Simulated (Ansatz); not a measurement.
# Calculations on TaHClF₄

Part 1: Relaxation

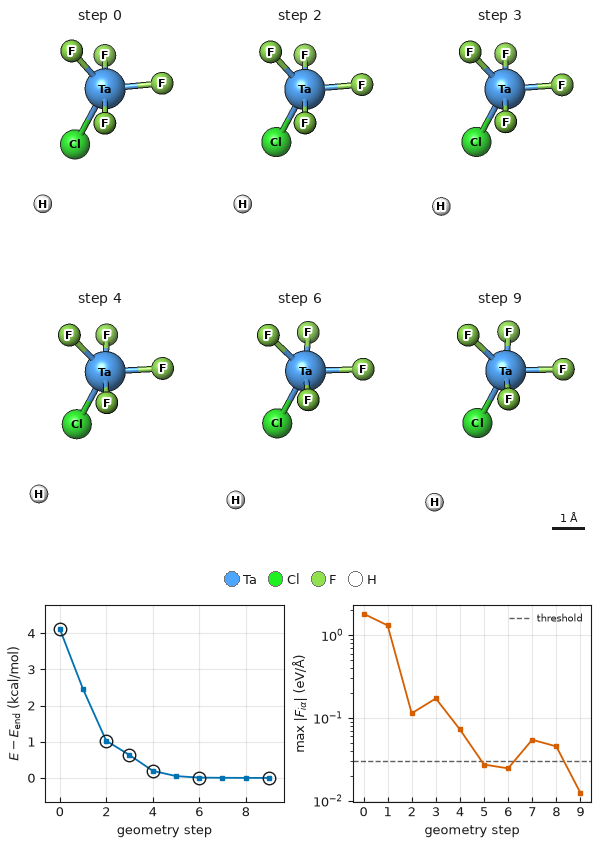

Frames of a relaxation of TaHClF4 (multiplicity 2), marked on the history of the run. Style: ball-and-stick. Shown from a free direction.

The run prepares an end point of a later path (reaction) calculation, from a guessed geometry.

Computed with UKS PBE0-D4/def2-SVP in Ansatz.

The input:
```yaml
crystal:
  periodic: [false, false, false]
  atoms:
    - { symbol: Ta, position_ang: [-0.05714, 0.0, 0.0] }
    - { symbol: Cl, position_ang: [2.356074, 0.0, 0.0] }
    - { symbol: F, position_ang: [-0.030339, 0.0, 1.876052] }
    - { symbol: F, position_ang: [-0.030339, 0.0, -1.876052] }
    - { symbol: F, position_ang: [-0.99441, 1.592568, 0.0] }
    - { symbol: F, position_ang: [-0.99441, -1.592568, 0.0] }
    - { symbol: H, position_ang: [4.930564, 0.0, 0.0] }
magnetization:
  spin_polarized: true
  initial_magnetization: 1
basis:
  gaussian: { orbitals: def2-SVP }
hamiltonian:
  xc: pbe0
  dispersion: d4
relax:
  f_tol: 0.03
  max_steps: 50
```

Command:
```bash
ansatz run input.yaml --threads 4 --pin off --max-ram 5120MiB --backend cpu --events-out ev --progress --plain --runs-dir out
```

Describe the path.

H7 moves most after the best rigid fit: 0.67 Å. Largest moves by element: H 0.67 Å, F 0.30 Å, Cl 0.19 Å, Ta 0.05 Å. Among the contacts that change: Ta1–Cl2 2.413 → 2.272 Å, Ta1–F5 1.848 → 1.857 Å. Bond angles that change, for instance: F3–Ta1–F4 178.4° → 166.3°, F5–Ta1–F6 119.0° → 129.2°, Cl2–Ta1–F3 89.2° → 96.9°. After 9 geometry steps the energy has fallen by 4.13 kcal/mol. The largest force component goes from 1.8 to 0.012 eV/Å. The forces were under the threshold at step 5, but the run went on from there. From step 0 to 2: Cl2 moves most (0.10 Å), energy −3.10 kcal/mol. From step 2 to 3: H7 moves most (0.11 Å), energy −0.39 kcal/mol. From step 3 to 4: H7 moves most (0.20 Å), energy −0.44 kcal/mol. From step 4 to 6: H7 moves most (0.26 Å), energy −0.19 kcal/mol. From step 6 to 9: H7 moves most (0.10 Å), energy −0.01 kcal/mol.

```json
{"step": "0", "E − E(0), kcal/mol": "0.00", "largest force component, eV/Å": "1.8157"}
{"step": "1", "E − E(0), kcal/mol": "-1.67", "largest force component, eV/Å": "1.3121"}
{"step": "2", "E − E(0), kcal/mol": "-3.10", "largest force component, eV/Å": "0.1138"}
{"step": "3", "E − E(0), kcal/mol": "-3.49", "largest force component, eV/Å": "0.1721"}
{"step": "4", "E − E(0), kcal/mol": "-3.93", "largest force component, eV/Å": "0.0727"}
{"step": "5", "E − E(0), kcal/mol": "-4.08", "largest force component, eV/Å": "0.0274"}
{"step": "6", "E − E(0), kcal/mol": "-4.12", "largest force component, eV/Å": "0.0247"}
{"step": "7", "E − E(0), kcal/mol": "-4.13", "largest force component, eV/Å": "0.0546"}
{"step": "8", "E − E(0), kcal/mol": "-4.13", "largest force component, eV/Å": "0.0454"}
{"step": "9", "E − E(0), kcal/mol": "-4.13", "largest force component, eV/Å": "0.0125"}
```

Limits of the set-up: the start holds two separate molecules, 2.6 Å apart at their closest, whose relative position is a soft coordinate.

Part 2: Relaxation

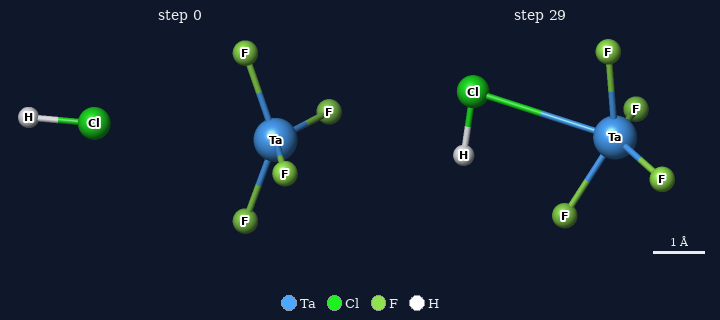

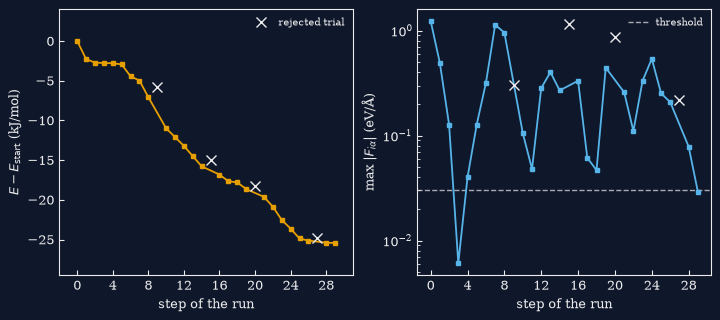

First and last geometry of a relaxation of TaHClF4 (multiplicity 2), with the history of the run. A ball-and-stick model, seen at a tilt.

The run prepares an end point of a later path (reaction) calculation, from a guessed geometry.

Method: UKS PBE0-D4/def2-SVP in Ansatz. Settings: collinear spin; force threshold 0.03 eV/Å; at most 50 steps.

**What do the curves and the structures tell?**

It converged. Over 25 accepted moves (29 points after the start) the energy falls by 25.4 kJ/mol. The largest force component goes from 1.2 to 0.029 eV/Å. The line search rejected the trial steps at points 9, 15, 20, 27 of the run. The forces were under the threshold at step 3, but the run went on from there. The largest move after the best rigid fit is that of the H atom, 1.66 Å. By element the largest moves are H 1.66 Å, F 1.07 Å, Cl 0.75 Å, Ta 0.41 Å. Some distances before and after: Cl–Ta 3.671 → 3.137 Å, Cl–H 1.330 → 1.292 Å, F–Ta 1.867 → 1.886 Å. Bond angles that change, for instance: F–Ta–F 140.0° → 136.0°, F–Ta–F 96.4° → 98.7°.

Limits of the set-up: the start holds two separate molecules, 3.5 Å apart at their closest, whose relative position is a soft coordinate.

Part 3: Path

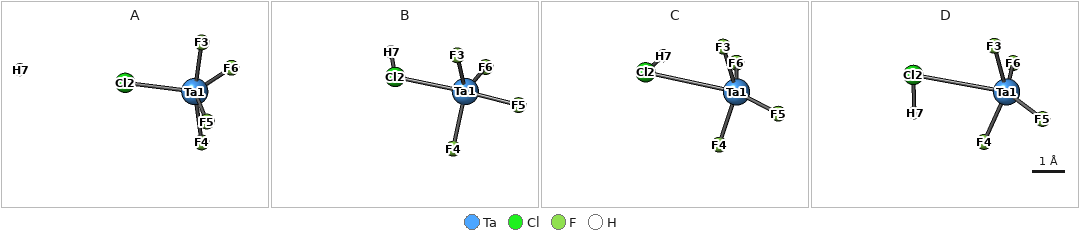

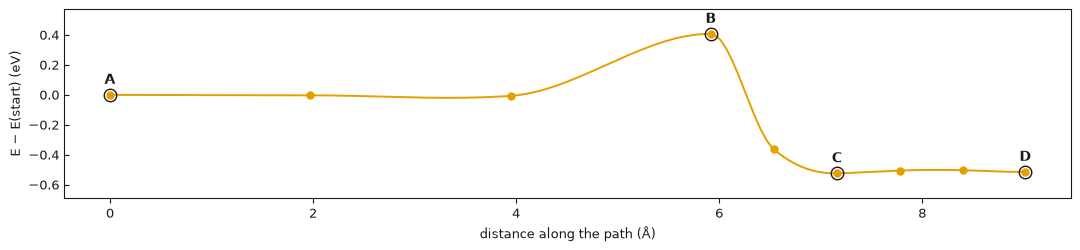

A nudged-elastic-band calculation for TaHClF4 (multiplicity 2), made up at the start of TaClF4 and H. Images are numbered from 0 (start) to 8 (end). Frames A to D are images 0, 3, 5, 8. The picture is a ball-and-stick view, seen at a tilt.

Method: Ansatz, UKS PBE0-D4/def2-SVP. Run with 7 movable images; climbing image; force threshold 0.05 eV/Å; iteration limit 60; starting path through a guess of the saddle point.

Question: What happens along the path, and what is the barrier?

Answer: The path has more than one stage, and so few images may leave a stage unresolved. Forming: Cl2–H7 (3.43 → 1.73 at the top → 1.29 Å). The highest point, image 3, lies 0.41 eV above the start and 0.92 eV above the end; the end is at −0.51 eV relative to the start. Image 5 lies below both ends, at −0.52 eV, which points to an intermediate minimum that so few images don't resolve. The band converged in 33 iterations. The largest component of the band force went from 7.8 to 0.047 eV/Å. The climbing image converged on the top of the path. Its vibrational analysis gives one imaginary mode (1063i cm⁻¹), as a transition state must have.

Limits of the set-up: the start holds two separate molecules, 3.4 Å apart at their closest, whose relative position is a soft coordinate.
